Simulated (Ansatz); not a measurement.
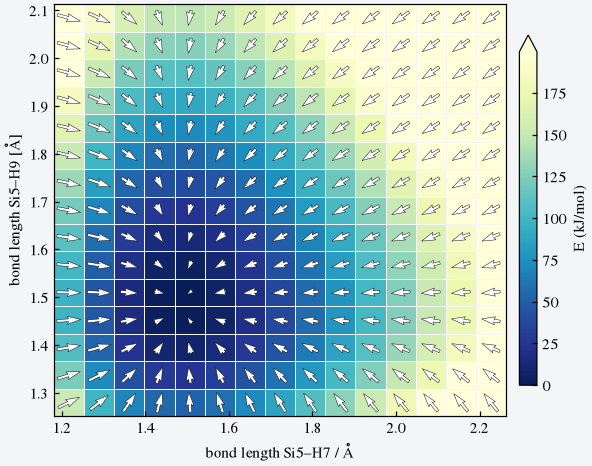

Energy landscape of CH4F2OSi, SMILES FC(F)O[SiH3]. Coordinates scanned: (1) bond length Si5–H7; (2) bond length Si5–H9. Nothing is relaxed (all other coordinates rigid). The scan uses a 15 × 15 grid. Points are written as (first, second). Energies are in kJ/mol, from the lowest grid point. The reference is spin-restricted, which grows unreliable where a bond is stretched far. All numbers below come from Ansatz, RKS PBE0-D4/def2-SVP.

The picture shows one coloured cell a grid point, arrows along the force (downhill), their lengths compressed, one colour for all values above the top of the scale. 

### Describe this landscape.

The lowest grid point is at (1.506 Å, 1.510 Å). It is the only kind of minimum in the scanned range. The highest grid point, (2.227 Å, 2.084 Å), lies 346 kJ/mol above the lowest. Round the minimum the contours are nearly round: the two directions are equally stiff and uncoupled.

The whole map (225 points run) took 27 min on 1 thread of Arm Neoverse N1, with other jobs on the host.
